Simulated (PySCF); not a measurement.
Molecule: SMILES C(/O)=C/[SeH]. Atoms near the plane z = 0.0 Å, at the PBE/def2-SVP optimised geometry (x, y, z in Å): O1 (1.5, -0.9, 0.0), C2 (0.1, -0.9, 0.0), C3 (-0.7, 0.2, 0.0), Se4 (0.1, 1.9, 0.1), H5 (1.8, 0.1, 0.0), H6 (-0.3, -1.9, 0.0), H7 (-1.8, 0.1, 0.0).

Level of theory: PySCF 2.14.0 with PBE/def2-TZVP. Cells within 0.4 Å of a nucleus heavier than hydrogen are left out (blank, or x). The values are rescaled to run from 0 to 1.

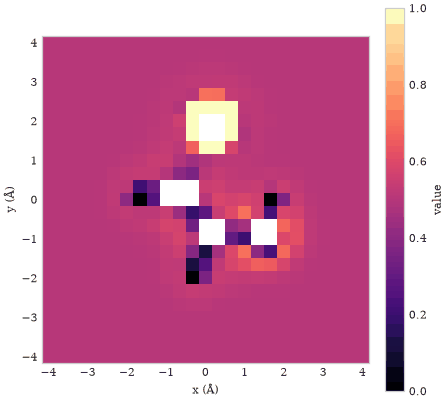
Figure. a field on the plane z = 0.0 Å.

Problem. Which quantity is mapped?
A. deformation density (molecule minus spherical neutral atoms)
B. Laplacian of the electron density
C. an orbital amplitude
D. log10 of the electron density

Solution. B, Laplacian of the electron density. In full: Laplacian of the electron density (e/bohr⁵), clipped to [-1.50, 1.50].
